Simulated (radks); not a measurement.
# Nuclear size and the levels of Ti²⁺

Aim: how the total energy, the levels and the density at the nucleus of Ti²⁺ respond when the nuclear radius is scaled.

Program: radks (a radial shooting solver on a logarithmic mesh, Libxc functionals) version 1. Level of theory: Dirac Kohn-Sham, LDA (Slater exchange, Perdew-Wang correlation), spin-unpolarised, spherical densities, finite nucleus; open shells fill j = l - 1/2 first. These are calculated values, not measurements, unless marked.

## (1) What is computed

| Item | Value |
| --- | --- |
| element | titanium (Z = 22) |
| charge | +2 |
| electrons | 20 |
| configuration | [Ar] 3d2 |
| nuclear rms radius | 3.5921 fm |

In the logs a row gives level, spin channel, occupation and eigenvalue; Etot, Ekin, Encl (electron-nucleus), Eh (Hartree) and Exc are energies, all in hartree; err is the last residual, it the number of iterations.

## (2) rms radius 3.5921 fm

Settings of this run:

```text
Z 22
configuration [Ar] 3d2 4s0 4p0
relativity Dirac
functional lda,pw
spin unpolarised
j_filling energy
nucleus finite rms 3.5921 fm
c 137.035999084
```

The log of the run:

```text
1s1/2   1   2.0000        -179.02430623
2s1/2   1   2.0000         -20.25865070
2p1/2   1   2.0000         -17.03879875
2p3/2   1   4.0000         -16.82716265
3s1/2   1   2.0000          -2.87508809
3p1/2   1   2.0000          -2.02812978
3p3/2   1   4.0000          -2.00363933
3d3/2   1   2.0000          -0.73296890
3d5/2   1   0.0000          -0.73104597
4s1/2   1   0.0000          -0.62191023
4p1/2   1   0.0000          -0.45516780
4p3/2   1   0.0000          -0.45246512
Etot -850.9500910033797
Ekin 858.789489170166
Encl -2014.5785659572496
Eh 344.5521603623654
Exc -39.71317457866154
err 6.394082983811577e-11
it 15
```

Highest occupied level: 3d3/2 at -19.945 eV.

Radial moments (bohr):

```
level  occupation  energy (eV)    <r>  outermost maximum (interpolated)  90 % within  nodes
3s1/2           2      -78.235  1.009                             0.870         1.51      2
3p1/2           2      -55.188  1.079                             0.897         1.66      1
3p3/2           4      -54.522  1.087                             0.903         1.68      1
3d3/2           2      -19.945  1.425                             0.967         2.43      0
3d5/2           0      -19.893  1.429                             0.969         2.43      0
4s1/2           0      -16.923  2.894                              2.57         4.22      3
4p1/2           0      -12.386  3.396                              2.99         4.99      2
4p3/2           0      -12.312  3.413                              3.01         5.02      2
```

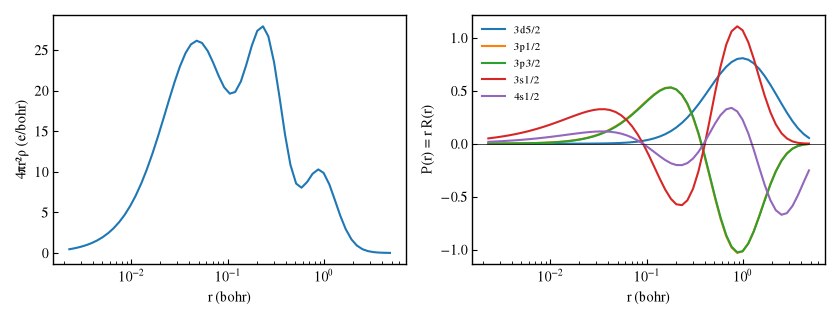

Left: shells in the radial density. Right: radial functions of the outer levels.

## (3) rms radius 3.1323 fm

Changes since step 2:

```diff
@@ -6,3 +6,3 @@
 j_filling energy
-nucleus finite rms 3.5921 fm
+nucleus finite rms 3.1323 fm
 c 137.035999084
```

The log of the run:

```text
1s1/2   1   2.0000        -179.02448727
2s1/2   1   2.0000         -20.25866585
2p1/2   1   2.0000         -17.03879684
2p3/2   1   4.0000         -16.82716070
3s1/2   1   2.0000          -2.87509017
3p1/2   1   2.0000          -2.02812956
3p3/2   1   4.0000          -2.00363910
3d3/2   1   2.0000          -0.73296881
3d5/2   1   0.0000          -0.73104589
4s1/2   1   0.0000          -0.62191052
4p1/2   1   0.0000          -0.45516779
4p3/2   1   0.0000          -0.45246511
Etot -850.9505182773764
Ekin 858.7909059191506
Encl -2014.5804459326796
Eh 344.55220814380505
Exc -39.71318640765248
err 6.38497307614894e-11
it 15
```

Energy against step 2 (rms radius 3.5921 fm): -0.012 eV. 3d3/2 is the highest filled level (-19.945 eV).

## (4) rms radius 3.3299 fm

Changes since step 3:

```diff
@@ -6,3 +6,3 @@
 j_filling energy
-nucleus finite rms 3.1323 fm
+nucleus finite rms 3.3299 fm
 c 137.035999084
```

The log of the run:

```text
1s1/2   1   2.0000        -179.02441241
2s1/2   1   2.0000         -20.25865958
2p1/2   1   2.0000         -17.03879763
2p3/2   1   4.0000         -16.82716151
3s1/2   1   2.0000          -2.87508931
3p1/2   1   2.0000          -2.02812965
3p3/2   1   4.0000          -2.00363919
3d3/2   1   2.0000          -0.73296885
3d5/2   1   0.0000          -0.73104592
4s1/2   1   0.0000          -0.62191040
4p1/2   1   0.0000          -0.45516780
4p3/2   1   0.0000          -0.45246512
Etot -850.9503415959762
Ekin 858.7903196791339
Encl -2014.5796681446177
Eh 344.55218838576116
Exc -39.71318151625355
err 6.38901098410744e-11
it 15
```

E − E(step 2, rms radius 3.5921 fm) = -0.007 eV. 3d3/2 is the highest filled level (-19.945 eV).

## (5) rms radius 3.8974 fm

Changes since step 4:

```diff
@@ -6,3 +6,3 @@
 j_filling energy
-nucleus finite rms 3.3299 fm
+nucleus finite rms 3.8974 fm
 c 137.035999084
```

The log of the run:

```text
1s1/2   1   2.0000        -179.02417279
2s1/2   1   2.0000         -20.25863953
2p1/2   1   2.0000         -17.03880017
2p3/2   1   4.0000         -16.82716408
3s1/2   1   2.0000          -2.87508655
3p1/2   1   2.0000          -2.02812995
3p3/2   1   4.0000          -2.00363949
3d3/2   1   2.0000          -0.73296896
3d5/2   1   0.0000          -0.73104603
4s1/2   1   0.0000          -0.62191003
4p1/2   1   0.0000          -0.45516781
4p3/2   1   0.0000          -0.45246513
Etot -850.9497760509452
Ekin 858.7884467657952
Encl -2014.5771820991818
Eh 344.5521251417688
Exc -39.71316585932747
err 6.393994106748702e-11
it 15
```

E − E(step 2, rms radius 3.5921 fm) = +0.009 eV. 3d3/2 is the highest filled level (-19.945 eV).

## (6) rms radius 4.253 fm

Changes since step 5:

```diff
@@ -6,3 +6,3 @@
 j_filling energy
-nucleus finite rms 3.8974 fm
+nucleus finite rms 4.253 fm
 c 137.035999084
```

The log of the run:

```text
1s1/2   1   2.0000        -179.02400407
2s1/2   1   2.0000         -20.25862541
2p1/2   1   2.0000         -17.03880195
2p3/2   1   4.0000         -16.82716589
3s1/2   1   2.0000          -2.87508460
3p1/2   1   2.0000          -2.02813016
3p3/2   1   4.0000          -2.00363971
3d3/2   1   2.0000          -0.73296904
3d5/2   1   0.0000          -0.73104611
4s1/2   1   0.0000          -0.62190976
4p1/2   1   0.0000          -0.45516781
4p3/2   1   0.0000          -0.45246513
Etot -850.9493778598114
Ekin 858.7871307782673
Encl -2014.5754344152642
Eh 344.5520806128121
Exc -39.7131548356266
err 6.371411658554551e-11
it 15
```

Energy against step 2 (rms radius 3.5921 fm): +0.019 eV. 3d3/2 is the highest filled level (-19.945 eV).

## (7) What came out

```
rms radius (fm)  total energy shift (eV)  density at nucleus (e/bohr³)  1s1/2 shift (meV)  2s1/2 shift (meV)  2p1/2 shift (meV)  3s1/2 shift (meV)
         3.1323                  -0.0116                          8472              -4.93             -0.412             0.0522            -0.0568
         3.3299                 -0.00682                          8456              -2.89             -0.242             0.0306            -0.0333
         3.5921                        0                          8437                  0                  0                  0                  0
         3.8974                  0.00857                          8415               3.63              0.304            -0.0384             0.0419
          4.253                   0.0194                          8393               8.22              0.688            -0.0871             0.0948
```

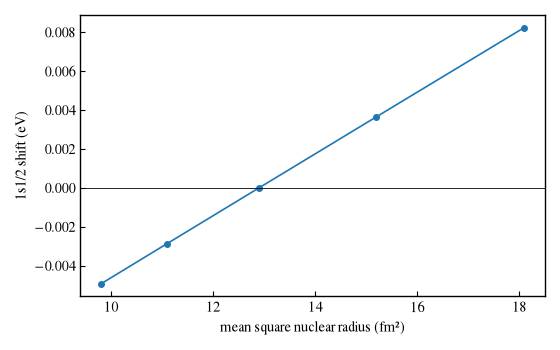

Shift of the 1s1/2 level against the mean square radius.

**Reading.** Shifts are against the first run. Over the range the 1s1/2 level moves by 0.0131 eV and the 3s1/2 level by 0.152 meV. A larger nucleus binds the 1s electrons less and lowers the density at its centre. These are shifts of eigenvalues, not the field shifts of spectral lines.
